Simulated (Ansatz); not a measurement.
# C₅H₁₁F₂Ga: up Jacob's ladder to CCSD(T)

Aim: compute C₅H₁₁F₂Ga with functionals from several rungs and with coupled cluster, and see how far each lands from CCSD(T) at the basis-set limit for the atomisation energy.

Computed with Ansatz 0.2.0, Gaussian basis. Level: functionals in def2-TZVPP, the program's frozen cores in correlated methods.

Levels to be run: LDA (SPW92), PBE-D4, revPBE-D4, BLYP-D4, r2SCAN-D4, B97M-V, PBE0-D4, B3LYP-D4, r2SCANh-D4, r2SCAN0-D4, HSE06-D4, BHLYP-D4, CAM-B3LYP-D4, LC-ωPBE, ωB97X-V, ωB97M-V, B2PLYP, PBE-QIDH; CCSD(T)/def2-SVP; CCSD(T)/def2-TZVPP; MP2/def2-QZVPP; extrapolation to the limit; RPA on PBE.

### Step 1. The relaxed structure

The geometry comes from an earlier relaxation with PBE0-D4 in a triple-zeta def2 set; it is a stationary point, not always the lowest conformer.

SMILES `CC(C)(C)[CH2][Ga]([F])[F]`, 19 atoms, charge 0, spin multiplicity 1.

Atoms are counted from 1 here; the program's logs count them from 0.

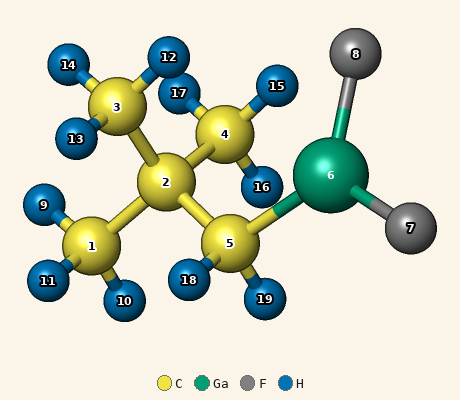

The structure; carbon yellow, gallium teal, fluorine grey, hydrogen blue; atoms are numbered from 1 in the order of the file.

### Step 2. LDA

This LDA is Slater exchange with PW92 correlation.

The input, in.yaml:

```yaml
crystal:
  periodic: [false, false, false]
  atoms:
    - {symbol: C, position_ang: [-0.826037, -1.731906, 0.235876]}
    - {symbol: C, position_ang: [-0.102917, -0.385691, 0.193043]}
    - {symbol: C, position_ang: [1.404675, -0.618242, 0.239331]}
    - {symbol: C, position_ang: [-0.528352, 0.456645, 1.392419]}
    - {symbol: C, position_ang: [-0.483621, 0.324628, -1.109387]}
    - {symbol: Ga, position_ang: [0.345228, 2.068731, -1.373725]}
    - {symbol: F, position_ang: [0.115114, 3.056993, -2.799143]}
    - {symbol: F, position_ang: [1.417108, 2.889416, -0.255073]}
    - {symbol: H, position_ang: [-0.582210, -2.273864, 1.153566]}
    - {symbol: H, position_ang: [-1.910512, -1.596930, 0.203313]}
    - {symbol: H, position_ang: [-0.539049, -2.360001, -0.611803]}
    - {symbol: H, position_ang: [1.953548, 0.328734, 0.256528]}
    - {symbol: H, position_ang: [1.740696, -1.197558, -0.625628]}
    - {symbol: H, position_ang: [1.684049, -1.172271, 1.139016]}
    - {symbol: H, position_ang: [0.002460, 1.413480, 1.416058]}
    - {symbol: H, position_ang: [-1.603423, 0.657616, 1.370852]}
    - {symbol: H, position_ang: [-0.306386, -0.062677, 2.328107]}
    - {symbol: H, position_ang: [-0.214495, -0.280028, -1.982210]}
    - {symbol: H, position_ang: [-1.565848, 0.482926, -1.171132]}
basis:
  gaussian: {orbitals: def2-TZVPP}
hamiltonian: {xc: lda}
output: {orbitals: {seedname: orbitals}}
```

Launch:

```bash
$ ansatz run in.yaml --threads 4 --pin off --events-out ev --progress --plain --max-ram 66560MiB --backend cuda --devices 0, --max-vram 37GiB
```

After this run come: PBE-D4 (GGA); revPBE-D4 (GGA); BLYP-D4 (GGA); r2SCAN-D4 (meta-GGA); B97M-V (meta-GGA); PBE0-D4 (hybrid); B3LYP-D4 (hybrid); r2SCANh-D4 (hybrid); r2SCAN0-D4 (hybrid); HSE06-D4 (hybrid); BHLYP-D4 (hybrid); CAM-B3LYP-D4 (range-separated); LC-ωPBE (range-separated); ωB97X-V (range-separated); ωB97M-V (range-separated); B2PLYP (double hybrid); PBE-QIDH (double hybrid); CCSD(T) in def2-SVP; CCSD(T) in def2-TZVPP; MP2 in def2-QZVPP; RPA on PBE orbitals.

Before running them: what should the planned runs give, taken together? Wanted: atomisation energy, CCSD(T)/CBS; farthest beyond LDA; mean size of error, GGA; mean size of error, meta-GGA; mean size of error, hybrid; mean size of error, range-separated; mean size of error, double hybrid; gap, smallest and largest; T1 diagnostic.

The runs gave:

| quantity | value |
| --- | --- |
| atomisation energy, CCSD(T)/CBS | 7473.0 kJ/mol |
| functionals within 74.7 kJ/mol (1.0 %) | revPBE-D4, BLYP-D4, r2SCAN-D4, B97M-V, PBE0-D4, B3LYP-D4, r2SCANh-D4, HSE06-D4, CAM-B3LYP-D4, LC-ωPBE, ωB97X-V, ωB97M-V, PBE-QIDH |
| farthest beyond LDA | BHLYP-D4 (-222.1 kJ/mol) |
| mean size of error, GGA | 80.4 kJ/mol |
| mean size of error, meta-GGA | 10.0 kJ/mol |
| mean size of error, hybrid | 66.2 kJ/mol |
| mean size of error, range-separated | 7.0 kJ/mol |
| mean size of error, double hybrid | 56.1 kJ/mol |
| gap, smallest and largest | 5.79 eV (BLYP-D4), 12.96 eV (LC-ωPBE) |
| T1 diagnostic | 0.0121 |
| triples share of the correlation energy | 3.6 % |

In words: LDA overbinds by 1018.9 kJ/mol (14 %). PBE-D4 misses by +113.5 kJ/mol. Double hybrids carry the basis error of their MP2 part in triple zeta, and no dispersion term here, so their miss is partly the set-up's. The rungs range-separated, meta-GGA, double hybrid, hybrid miss on average by less than the doubt on the reference (74.7 kJ/mol), so they tie. The reference freezes the cores and leaves out relativity and excitations past (T), and its outer-core shells are covered unevenly, so misses under about 74.7 kJ/mol can't be ranked. Hartree-Fock recovers 75 % of the binding; the rest is correlation. CCSD(T) in def2-SVP is off by -292.2 kJ/mol, which most functionals beat. Orbital gaps span 5.8 to 13.0 eV; exact exchange widens them. Correlated methods include outer-core shells of Ga, which these sets cover unevenly.
